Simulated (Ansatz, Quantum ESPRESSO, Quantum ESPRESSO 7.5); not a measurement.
**Ballistic transmission: Al(111) with five reversed steps (a twin lamella)**

How well does the junction conduct in the ballistic limit? It is: Al(111) with five reversed steps (a twin lamella).

Method: plane-wave DFT, PBEsol, GBRV ultrasoft pseudopotentials (cross-check by Ansatz 0.2.0 with PAW datasets), in Quantum ESPRESSO 7.5.

### 1. Set-up

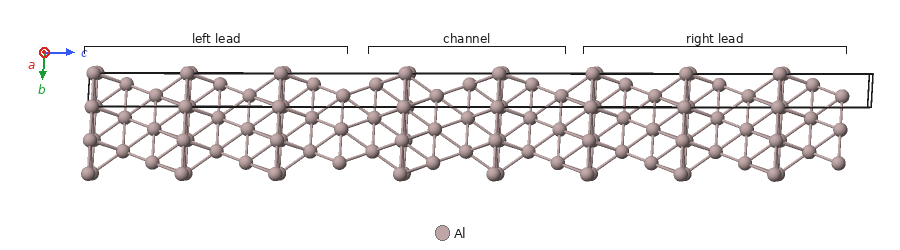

The starting structure, seen from the side, with the c axis across the page (aluminium light grey). 1×3×1 cells are drawn. Some periodic images of atoms are drawn too.

The cell holds 25 atoms: 25 Al. Its edges and angles: a = 2.857 Å, b = 2.857 Å, c = 58.312 Å, α = 90.0°, β = 90.0°, γ = 60.0°. It derives from Al. Regions: left lead, 9 atoms (9 Al); channel, 7 atoms (7 Al); right lead, 9 atoms (9 Al). The structure is stacked along c, and the current runs across the ab planes.

### 2. Self-consistent run

One periodic cell holds a stretch of lead, the junction and more lead; the atoms stay as built.

The input, scf.in:

```
&control
  prefix = 'scf'
  outdir = './out'
  pseudo_dir = './pseudo'
  calculation = 'scf'
  tprnfor = .true.
/
&system
  ibrav = 0
  nat = 25
  ntyp = 1
  ecutwfc = 40
  ecutrho = 200
  occupations = 'smearing'
  smearing = 'mv'
  degauss = 0.01
/
&electrons
  conv_thr = 1e-07
  mixing_beta = 0.25
  electron_maxstep = 120
  mixing_mode = 'local-TF'
/
ATOMIC_SPECIES
  Al  26.9815  al_pbesol_v1.uspp.F.UPF
CELL_PARAMETERS angstrom
  2.85671139599365 0.00000000000000 0.00000000000000
  1.42835569799683 2.47398464021101 0.00000000000000
  0.00000000000000 0.00000000000000 58.31237718815221
ATOMIC_POSITIONS crystal
  Al  0.000000000000 0.000000000000 0.000000000000
  Al  0.333333333000 0.333333333000 0.040000000000
  Al  0.666666667000 0.666666667000 0.080000000000
  Al  0.000000000000 0.000000000000 0.120000000000
  Al  0.333333333000 0.333333333000 0.160000000000
  Al  0.666666667000 0.666666667000 0.200000000000
  Al  0.000000000000 0.000000000000 0.240000000000
  Al  0.333333333000 0.333333333000 0.280000000000
  Al  0.666666667000 0.666666667000 0.320000000000
  Al  0.333333333000 0.333333333000 0.360000000000
  Al  0.000000000000 0.000000000000 0.400000000000
  Al  0.666666667000 0.666666667000 0.440000000000
  Al  0.333333333000 0.333333333000 0.480000000000
  Al  0.000000000000 0.000000000000 0.520000000000
  Al  0.333333333000 0.333333333000 0.560000000000
  Al  0.666666667000 0.666666667000 0.600000000000
  Al  0.000000000000 0.000000000000 0.640000000000
  Al  0.333333333000 0.333333333000 0.680000000000
  Al  0.666666667000 0.666666667000 0.720000000000
  Al  0.000000000000 0.000000000000 0.760000000000
  Al  0.333333333000 0.333333333000 0.800000000000
  Al  0.666666667000 0.666666667000 0.840000000000
  Al  0.000000000000 0.000000000000 0.880000000000
  Al  0.333333333000 0.333333333000 0.920000000000
  Al  0.666666667000 0.666666667000 0.960000000000
K_POINTS automatic
  10 10 1 0 0 0
```

Launch:

```
$ OMP_NUM_THREADS=1 mpirun -n 2 pw.x -nk 2 -in scf.in > scf.out
```

What it wrote:

```text
Program PWSCF v.7.5 starts
[citation notice left out]

     Parallel version (MPI & OpenMP), running on       2 processor cores
     Number of MPI processes:                 2
     Threads/MPI process:                     1

     MPI processes distributed on     1 nodes
[...]
Current dimensions of program PWSCF are:
     Max number of different atomic species (ntypx) = 10
     Max number of k-points (npk) =  40000
     Max angular momentum in pseudopotentials (lmaxx) =  4
     Message from routine setup:
     using ibrav=0 with symmetry is DISCOURAGED, use correct ibrav instead

     K-points division:     npool     =       2
     Subspace diagonalization in iterative solution of the eigenvalue problem:
     a serial algorithm will be used

     G-vector sticks info
     --------------------
     sticks:   dense  smooth     PW     G-vecs:    dense   smooth      PW
     Sum         397     313    109               132293    94775   17315

     Using Slab Decomposition

     bravais-lattice index     =            0
     lattice parameter (alat)  =       5.3984  a.u.
     unit-cell volume          =    2781.1263 (a.u.)^3
     number of atoms/cell      =           25
     number of atomic types    =            1
     number of electrons       =        75.00
     number of Kohn-Sham states=           46
     kinetic-energy cutoff     =      40.0000  Ry
     charge density cutoff     =     200.0000  Ry
     scf convergence threshold =      1.0E-07
     mixing beta               =       0.2500
     number of iterations used =            8  local-TF  mixing
     Exchange-correlation= SLA  PW   PSX  PSC
                           (   1   4  10   8   0   0   0)

     celldm(1)=   5.398402  celldm(2)=   0.000000  celldm(3)=   0.000000
     celldm(4)=   0.000000  celldm(5)=   0.000000  celldm(6)=   0.000000

     crystal axes: (cart. coord. in units of alat)
               a(1) = (   1.000000   0.000000   0.000000 )
               a(2) = (   0.500000   0.866025   0.000000 )
               a(3) = (   0.000000   0.000000  20.412415 )

     reciprocal axes: (cart. coord. in units 2 pi/alat)
               b(1) = (  1.000000 -0.577350  0.000000 )
               b(2) = (  0.000000  1.154701  0.000000 )
               b(3) = (  0.000000  0.000000  0.048990 )

     PseudoPot. # 1 for Al read from file:
     ./pseudo/al_pbesol_v1.uspp.F.UPF
     Pseudo is Ultrasoft + core correction, Zval =  3.0
     Generated by new atomic code, or converted to UPF format
     Using radial grid of  893 points,  3 beta functions with:
                l(1) =   0
                l(2) =   1
                l(3) =   2
     Q(r) pseudized with  8 coefficients,  rinner =    0.900   0.900   0.900
                                                       0.900   0.900

     atomic species   valence    mass     pseudopotential
     Al                3.00    26.98150     Al( 1.00)

      6 Sym. Ops. (no inversion) found

   Cartesian axes

     site n.     atom                  positions (alat units)
         1        Al     tau(   1) = (   0.0000000   0.0000000   0.0000000  )
         2        Al     tau(   2) = (   0.5000000   0.2886751   0.8164966  )
         3        Al     tau(   3) = (   1.0000000   0.5773503   1.6329932  )
         4        Al     tau(   4) = (   0.0000000   0.0000000   2.4494897  )
         5        Al     tau(   5) = (   0.5000000   0.2886751   3.2659863  )
         6        Al     tau(   6) = (   1.0000000   0.5773503   4.0824829  )
         7        Al     tau(   7) = (   0.0000000   0.0000000   4.8989795  )
         8        Al     tau(   8) = (   0.5000000   0.2886751   5.7154761  )
         9        Al     tau(   9) = (   1.0000000   0.5773503   6.5319726  )
        10        Al     tau(  10) = (   0.5000000   0.2886751   7.3484692  )
        11        Al     tau(  11) = (   0.0000000   0.0000000   8.1649658  )
        12        Al     tau(  12) = (   1.0000000   0.5773503   8.9814624  )
        13        Al     tau(  13) = (   0.5000000   0.2886751   9.7979590  )
        14        Al     tau(  14) = (   0.0000000   0.0000000  10.6144556  )
        15        Al     tau(  15) = (   0.5000000   0.2886751  11.4309521  )
        16        Al     tau(  16) = (   1.0000000   0.5773503  12.2474487  )
        17        Al     tau(  17) = (   0.0000000   0.0000000  13.0639453  )
        18        Al     tau(  18) = (   0.5000000   0.2886751  13.8804419  )
        19        Al     tau(  19) = (   1.0000000   0.5773503  14.6969385  )
        20        Al     tau(  20) = (   0.0000000   0.0000000  15.5134350  )
        21        Al     tau(  21) = (   0.5000000   0.2886751  16.3299316  )
        22        Al     tau(  22) = (   1.0000000   0.5773503  17.1464282  )
        23        Al     tau(  23) = (   0.0000000   0.0000000  17.9629248  )
        24        Al     tau(  24) = (   0.5000000   0.2886751  18.7794214  )
        25        Al     tau(  25) = (   1.0000000   0.5773503  19.5959179  )

     number of k points=    14  Marzari-Vanderbilt smearing, width (Ry)=  0.0100
                       cart. coord. in units 2pi/alat
        k(    1) = (   0.0000000   0.0000000   0.0000000), wk =   0.0200000
        k(    2) = (   0.0000000   0.1154701   0.0000000), wk =   0.1200000
        k(    3) = (   0.0000000   0.2309401   0.0000000), wk =   0.1200000
        k(    4) = (   0.0000000   0.3464102   0.0000000), wk =   0.1200000
        k(    5) = (   0.0000000   0.4618802   0.0000000), wk =   0.1200000
        k(    6) = (   0.0000000  -0.5773503   0.0000000), wk =   0.0600000
        k(    7) = (   0.1000000   0.1732051   0.0000000), wk =   0.1200000
        k(    8) = (   0.1000000   0.2886751   0.0000000), wk =   0.2400000
        k(    9) = (   0.1000000   0.4041452   0.0000000), wk =   0.2400000
        k(   10) = (   0.1000000  -0.6350853   0.0000000), wk =   0.2400000
[...]
k(   14) = (   0.3000000  -0.6350853   0.0000000), wk =   0.1200000

     Dense  grid:   132293 G-vectors     FFT dimensions: (  25,  25, 500)

     Smooth grid:    94775 G-vectors     FFT dimensions: (  24,  24, 450)

     Estimated max dynamical RAM per process >     319.28 MB

     Estimated total dynamical RAM >     606.26 MB

     Initial potential from superposition of free atoms

     starting charge      74.9412, renormalised to      75.0000
     Starting wfcs are  100 randomized atomic wfcs

     total cpu time spent up to now is       14.8 secs

     per-process dynamical memory:   201.8 Mb

     Self-consistent Calculation

     iteration #  1     ecut=    40.00 Ry     beta= 0.25
[...]
total energy              =    -166.56905595 Ry
     estimated scf accuracy    <       0.00112910 Ry

     iteration # 14     ecut=    40.00 Ry     beta= 0.25
[...]
total energy              =    -166.56875476 Ry
     estimated scf accuracy    <       0.00386123 Ry

[...]
iteration # 28     ecut=    40.00 Ry     beta= 0.25
[...]
total energy              =    -166.56895688 Ry
     estimated scf accuracy    <       0.00003312 Ry

     iteration # 29     ecut=    40.00 Ry     beta= 0.25
[...]
total energy              =    -166.56895627 Ry
     estimated scf accuracy    <       0.00001303 Ry

     iteration # 30     ecut=    40.00 Ry     beta= 0.25
[...]
total energy              =    -166.56895678 Ry
     estimated scf accuracy    <       0.00000017 Ry

     iteration # 31     ecut=    40.00 Ry     beta= 0.25
[...]
total energy              =    -166.56895679 Ry
     estimated scf accuracy    <       0.00000154 Ry

     iteration # 32     ecut=    40.00 Ry     beta= 0.25
[...]
total energy              =    -166.56895690 Ry
     estimated scf accuracy    <       0.00000056 Ry

     iteration # 33     ecut=    40.00 Ry     beta= 0.25
[...]
total energy              =    -166.56895687 Ry
     estimated scf accuracy    <       0.00000017 Ry

     iteration # 34     ecut=    40.00 Ry     beta= 0.25
[...]
total energy              =    -166.56895688 Ry
     estimated scf accuracy    <       0.00000034 Ry

     iteration # 35     ecut=    40.00 Ry     beta= 0.25
[...]
End of self-consistent calculation

          k = 0.0000 0.0000 0.0000 ( 12125 PWs)   bands (ev):

    -3.3153  -3.2734  -3.2680  -3.1428  -3.1377  -2.9232  -2.9226  -2.6201
    -2.6181  -2.2319  -2.2267  -1.7552  -1.7530  -1.1960  -1.1926  -0.5524
    -0.5491   0.1751   0.1757   0.9817   0.9838   1.8689   1.8697   2.8257
     2.8281   3.9004   3.9027   5.0120   5.0120   6.2036   6.2042   7.4683
     7.4685   8.8016   8.8026  10.2011  10.2024  11.6630  11.6636  13.1796
    13.1830  14.7468  14.7481  16.3442  16.3510  17.9477

          k = 0.0000 0.1155 0.0000 ( 12083 PWs)   bands (ev):

    -3.0736  -3.0317  -3.0263  -2.9013  -2.8962  -2.6820  -2.6815  -2.3794
    -2.3774  -1.9918  -1.9865  -1.5158  -1.5136  -0.9574  -0.9541  -0.3150
    -0.3116   0.4113   0.4119   1.2165   1.2186   2.1019   2.1028   3.0561
     3.0586   4.1305   4.1329   5.2383   5.2391   6.4261   6.4277   7.6855
     7.6878   9.0118   9.0160  10.4001  10.4076  11.8424  11.8568  13.3205
    13.3538  14.7729  14.8606  15.2957  15.3324  15.3423

          k = 0.0000 0.2309 0.0000 ( 11959 PWs)   bands (ev):

    -2.3505  -2.3088  -2.3034  -2.1790  -2.1739  -1.9607  -1.9601  -1.6594
    -1.6575  -1.2737  -1.2683  -0.7998  -0.7976  -0.2442  -0.2408   0.3950
     0.3985   1.1172   1.1184   1.9177   1.9204   2.7969   2.7994   3.7427
     3.7472   4.8125   4.8188   5.9047   5.9151   7.0722   7.0912   8.2965
     8.3338   9.5474   9.6314  10.7080  10.9354  11.4442  11.7078  11.7743
    11.8007  11.8398  11.9779  12.0209  12.1409  12.2347

          k = 0.0000 0.3464 0.0000 ( 11904 PWs)   bands (ev):

    -1.1525  -1.1111  -1.1058  -0.9822  -0.9772  -0.7658  -0.7650  -0.4668
    -0.4648  -0.0844  -0.0788   0.3853   0.3880   0.9358   0.9400   1.5685
     1.5735   2.2818   2.2871   3.0715   3.0804   3.9349   3.9492   4.8577
     4.8828   5.8806   5.9312   6.8639   6.9860   7.6557   7.9280   7.9840
     8.1067   8.2552   8.3730   8.5538   8.7610   8.8305   8.9369   9.0320
     9.1854   9.3197   9.5236   9.6075   9.7574   9.8455

          k = 0.0000 0.4619 0.0000 ( 11784 PWs)   bands (ev):

     0.5093   0.5502   0.5554   0.6774   0.6823   0.8904   0.8925   1.1853
     1.1887   1.5621   1.5695   2.0232   2.0302   2.5625   2.5736   3.1784
     3.1954   3.8632   3.8909   4.5927   4.6443   5.1500   5.1840   5.1894
     5.2473   5.3040   5.3581   5.4259   5.4806   5.5967   5.6191   5.8504
     6.1146   6.1886   6.4945   6.7382   6.8883   6.9677   7.2224   7.3647
     7.6891   7.8273   7.8540   7.9693   8.4985   8.6193

          k = 0.0000-0.5774 0.0000 ( 11764 PWs)   bands (ev):

     2.6076   2.6195   2.6481   2.6494   2.6605   2.6730   2.7695   2.7759
     2.7819   2.7968   2.9741   2.9785   2.9912   2.9934   3.2039   3.2462
     3.2848   3.3328   3.5889   3.6517   3.6722   3.7259   4.0303   4.0983
     4.1143   4.1397   4.5303   4.5391   4.5701   4.7290   4.8438   5.1815
     5.3960   5.4155   5.9132   6.1397   6.3064   6.3853   6.7405   6.8873
     6.9159   7.0374   7.6391   7.6459   7.7592   7.8107

[...]
the Fermi energy is     7.9749 ev

!    total energy              =    -166.56895690 Ry
     estimated scf accuracy    <          6.3E-09 Ry
     smearing contrib. (-TS)   =      -0.00017527 Ry
     internal energy E=F+TS    =    -166.56878162 Ry

     The total energy is F=E-TS. E is the sum of the following terms:
     one-electron contribution =      74.65803153 Ry
     hartree contribution      =       0.20217333 Ry
     xc contribution           =    -106.30663686 Ry
     ewald contribution        =    -135.12234961 Ry

     convergence has been achieved in  35 iterations

     Forces acting on atoms (cartesian axes, Ry/au):

     atom    1 type  1   force =     0.00000000    0.00000000   -0.00028404
     atom    2 type  1   force =     0.00000000    0.00000000    0.00059039
     atom    3 type  1   force =     0.00000000    0.00000000   -0.00071714
     atom    4 type  1   force =     0.00000000    0.00000000   -0.00029528
     atom    5 type  1   force =     0.00000000    0.00000000    0.00033092
     atom    6 type  1   force =     0.00000000    0.00000000   -0.00004151
     atom    7 type  1   force =     0.00000000    0.00000000    0.00125192
     atom    8 type  1   force =     0.00000000    0.00000000   -0.00047035
     atom    9 type  1   force =     0.00000000    0.00000000   -0.00057706
     atom   10 type  1   force =     0.00000000    0.00000000    0.00082975
     atom   11 type  1   force =     0.00000000    0.00000000   -0.00082386
     atom   12 type  1   force =     0.00000000    0.00000000    0.00082296
     atom   13 type  1   force =     0.00000000    0.00000000   -0.00082927
     atom   14 type  1   force =     0.00000000    0.00000000    0.00057808
     atom   15 type  1   force =     0.00000000    0.00000000    0.00047087
     atom   16 type  1   force =     0.00000000    0.00000000   -0.00125119
     atom   17 type  1   force =     0.00000000    0.00000000    0.00004023
     atom   18 type  1   force =     0.00000000    0.00000000   -0.00033173
     atom   19 type  1   force =     0.00000000    0.00000000    0.00029545
     atom   20 type  1   force =     0.00000000    0.00000000    0.00071783
     atom   21 type  1   force =     0.00000000    0.00000000   -0.00059060
     atom   22 type  1   force =     0.00000000    0.00000000    0.00028358
     atom   23 type  1   force =     0.00000000    0.00000000   -0.00015642
     atom   24 type  1   force =     0.00000000    0.00000000   -0.00000004
     atom   25 type  1   force =     0.00000000    0.00000000    0.00015648

     Total force =     0.003051     Total SCF correction =     0.000106

[...]
=------------------------------------------------------------------------------=
   JOB DONE.
=------------------------------------------------------------------------------=
```

Run time: 13 min. Hardware: 2 MPI ranks of Arm Neoverse N1, shared host; peak memory 0.59 GiB.

Numbers from this step:

- free energy: -2266.2861 eV
- Fermi energy: 7.975 eV

The run needed 35 iterations to bring the estimated error under 1e-07 Ry; the largest force on any atom, held or free, is 0.03 eV/Å.

(Part 1 of 4 ends here.)

[Logs are printed without paths, hosts, clocks, repeated set-up lines and the standing remarks that a program may print on its own settings, such as how far it seeks lower states.]

[Hosts, paths, dates, database ids (printed as entryN), source tags and the programs' standing remarks are cut or masked in the printed files.]

[Maps of the electrostatic potential energy from Ansatz leave out the sawtooth potential of an applied field or a dipole correction, so their vacuum need not be flat; planar profiles and work functions include it.]
